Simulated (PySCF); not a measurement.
# QCISD(T)/6-31G run of [SiH3]− (SMILES [SiH3-])

Aim: the energy change on altering one bond length of [SiH3]− at QCISD(T)/6-31G, from 2 runs. 

The calculation is run with PySCF 2.14.0.

6 further runs of the same task are left out: 6 set aside as unsound or not needed.

## (1) Starting point

[SiH3]− has 4 atoms, charge -1, and is taken as a singlet. SMILES: `[SiH3-]`. The coordinates come from a PBE0-D4/def2-TZVPD relaxation.

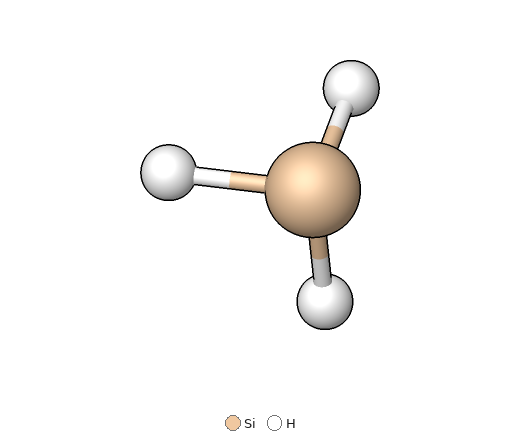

Viewed from a chosen angle; silicon light orange, hydrogen white.

## (2) The energy at QCISD(T)/6-31G

Contents of calc.py:

```python
from pyscf import gto, cc

molecule = gto.M(
    atom=[
    ('Si', (0.539700, -0.050700, -0.300900)),
    ('H', (0.426600, 0.622300, 1.085900)),
    ('H', (-0.298500, -1.283700, 0.106800)),
    ('H', (-0.667800, 0.712200, -0.891800)),
],
    max_memory=1860,
    verbose=3,
    basis='6-31g',
    charge=-1,
)

mf = molecule.RHF()
mf.conv_tol = 1e-10
mf.kernel()
if not mf.converged:
    mf = mf.newton().run(mf.mo_coeff, mf.mo_occ)

mycc = cc.QCISD(mf, frozen=5)
mycc.kernel()
e_t = mycc.qcisd_t()
etot = mycc.e_tot + e_t
print(f'total energy: {etot:.8f} hartree')
```

The run is started by

```sh
$ OMP_NUM_THREADS=1 python calc.py
```

The program printed:

```text
converged SCF energy = -290.573545676436
E(QCISD) = -290.6534911033948  E_corr = -0.07994542695893468
QCISD(T) correction = -0.000870734972156121
total energy: -290.65436184 hartree
```

It took 0.72 s on 1 thread of Arm Neoverse V2, shared host; peak memory 0.12 GiB.

## (3) The distorted shape, same level

Contents of job.py:

```python
from pyscf import gto, cc

mol = gto.M(
    atom='''
Si     2.160847    -0.816670    -0.010280
H      1.947119     0.455116     2.610392
H      0.576879    -3.146702     0.760161
H     -1.261959     1.345863    -1.685258
''',
    max_memory=1860,
    basis='6-31g',
    verbose=4,
    unit='bohr',
    charge=-1,
)

mf = mol.RHF()
mf.conv_tol = 1e-10
mf.kernel()
if not mf.converged:
    mf = mf.newton().run(mf.mo_coeff, mf.mo_occ)

mycc = cc.QCISD(mf, frozen=5)
mycc.kernel()
e_t = mycc.qcisd_t()
energy = mycc.e_tot + e_t
print('E = %.10f Eh' % energy)
```

The run is started by

```sh
$ OMP_NUM_THREADS=1 python job.py
```

The program printed:

```text
PySCF version 2.14.0

[INPUT] num. atoms = 4
[INPUT] num. electrons = 18
[INPUT] charge = -1
[INPUT] spin (= nelec alpha-beta = 2S) = 0
[INPUT] symmetry False subgroup None
[INPUT] Mole.unit = bohr
[INPUT] Symbol           X                Y                Z      unit          X                Y                Z       unit  Magmom
[INPUT]  1 Si     1.143470988685  -0.432163152842  -0.005439941728 AA    2.160847000000  -0.816670000000  -0.010280000000 Bohr   0.0
[INPUT]  2 H      1.030371001749   0.240837015525   1.381359957968 AA    1.947119000000   0.455116000000   2.610392000000 Bohr   0.0
[INPUT]  3 H      0.305271220258  -1.665162987956   0.402259877830 AA    0.576879000000  -3.146702000000   0.760161000000 Bohr   0.0
[INPUT]  4 H     -0.667799943915   0.712200028620  -0.891800128121 AA   -1.261959000000   1.345863000000  -1.685258000000 Bohr   0.0

[... 44 lines left out ...]
converged SCF energy = -290.523337162619
[... 11 lines left out ...]
Init t2, MP2 energy = -290.585475033747  E_corr(MP2) -0.0621378711281788
[... 13 lines left out ...]
QCISD converged
[... 2 lines left out ...]
E = -290.6148371003 Eh
```

Run time: 0.72 s. Hardware: 1 thread of Arm Neoverse V2, shared host; peak memory 0.12 GiB.

## (4) Summary of results

At QCISD(T)/6-31G, 5 core orbitals frozen:

| quantity | value |
| --- | --- |
| first shape: total energy | -290.65436 Eh |
| first shape: HOMO energy (Hartree–Fock orbitals) | -1.58 eV |
| first shape: LUMO energy (Hartree–Fock orbitals) | 10.05 eV |
| first shape: HOMO–LUMO gap (to an unbound level, set by the basis) | 11.63 eV |
| first shape: correlation energy (5 core orbitals frozen) | -80.8 mEh |
| first shape: (T) correction | -0.87 mEh |
| first shape: T1 diagnostic | 0.010 |
| distorted shape: total energy | -290.61484 Eh |
| distorted shape: HOMO energy (Hartree–Fock orbitals) | -2.22 eV |
| distorted shape: LUMO energy (Hartree–Fock orbitals) | 7.87 eV |
| distorted shape: HOMO–LUMO gap (to an unbound level, set by the basis) | 10.09 eV |
| distorted shape: correlation energy (5 core orbitals frozen) | -91.5 mEh |
| distorted shape: (T) correction | -1.36 mEh |
| distorted shape: T1 diagnostic | 0.024 |
| energy change with the Si1–H4 bond stretched from 1.546 to 2.319 Å | 1.076 eV |

What this shows: With the Si1–H4 bond stretched from 1.546 to 2.319 Å the energy rises by 1.08 eV (104 kJ/mol). The first shape isn't relaxed at this level, so the change isn't measured from a minimum. Mulliken charges (first shape) of the mean-field density run from -0.29 on H2 to -0.14 on Si1; they depend strongly on the basis. The triples (first shape) make up 1.1 % of the correlation energy. The T1 diagnostic (distorted shape) of 0.024 is above the customary mark for such species, so a single reference may not serve. The triples (distorted shape) make up 1.5 % of the correlation energy.
